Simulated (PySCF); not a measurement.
## Electronic structure of C$_{3}$H$_{9}$O$_{2}$PSi$_{2}$ in real space

Input

```
{"job": {"kind": "uv", "xc": "B3LYP", "basis": "def2-SVPD", "nstates": 8, "ntriplets": 3}, "charge": 0, "multiplicity": 1}
C     -1.549148    -2.030082     0.041923
C     -1.339647    -0.841596    -0.505806
Si    -0.321205     0.540116     0.294113
O     -0.018417     0.234756     1.864880
C     -1.456373     2.089119     0.276025
O     -1.757360     2.637747     1.309835
Si     1.743266     0.861625    -0.731973
P      3.042107    -0.966338    -0.722706
H     -2.112026    -2.807894    -0.451384
H     -1.167439    -2.272463     1.020313
H     -1.739247    -0.655322    -1.495916
H     -0.528752     0.674368     2.544772
H     -1.832213     2.496107    -0.683285
H      2.561782     1.919481    -0.122309
H      1.591330     1.220903    -2.150554
H      2.838094    -1.250378     0.616722
H      2.038249    -1.838117    -1.114560
```

Run with:

```sh
OMP_NUM_THREADS=1 python probes_run.py task.json out
```

Geometry: GFN2-xTB.

Computed with B3LYP/def2-SVPD, SCF density, gas phase in PySCF.

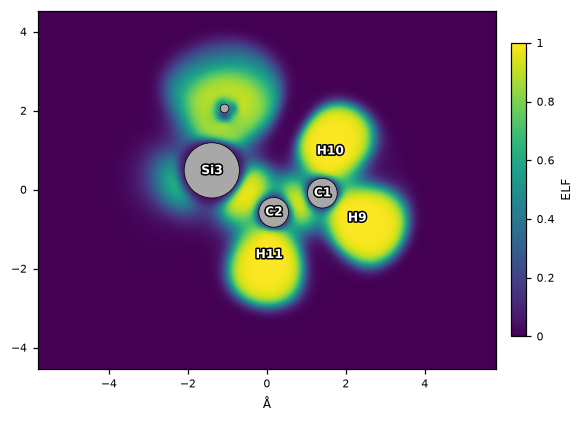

Figure 1. ELF on the plane of atoms C2, C1 and H9. Grey discs cover the atomic cores.

**Read the bonding off the picture.**

- The section cuts through C, Si and H sites.
- C–C (1.33 Å): the ELF peaks at about 0.95 between the atoms: a short, multiple covalent bond.
- C–Si (1.89 Å): the ELF peaks at about 0.95 between the atoms; localised, covalent bonding.
- The ELF also peaks beside O4, away from the bonds: lone-pair regions.

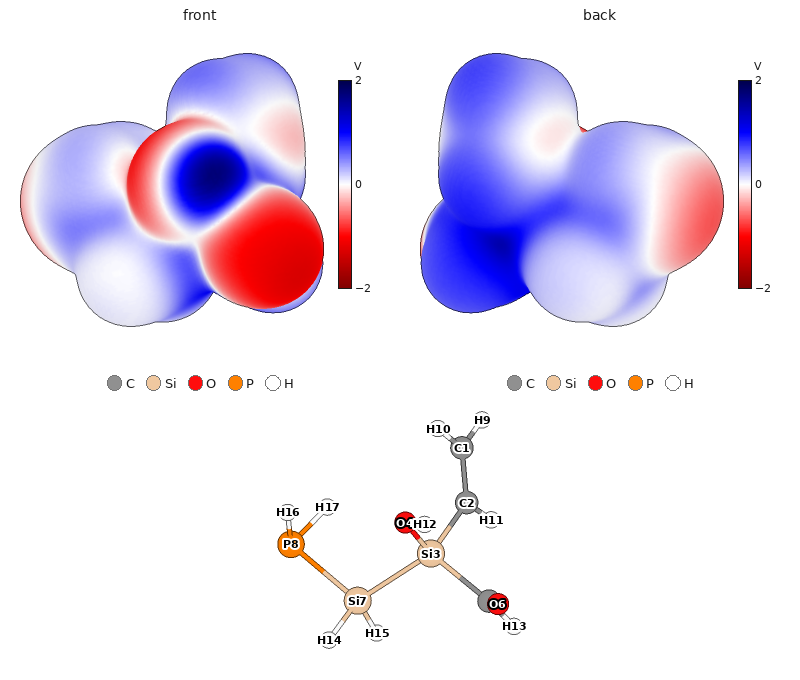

Figure 2. The electrostatic potential painted on the density surface at 0.001 e/bohr³, seen from the front and from behind; the colour scale runs from red (negative) to blue (positive). The bare structure is drawn below in the same view.

**Which sites attract a positive test charge, and which a negative one?**

A positive charge is drawn to the negative regions and a negative charge to the positive ones. The most negative region (about −1.2 V) lies over O6, the most positive (about +1.6 V) over H12. O6 is the likeliest acceptor of a hydrogen bond.
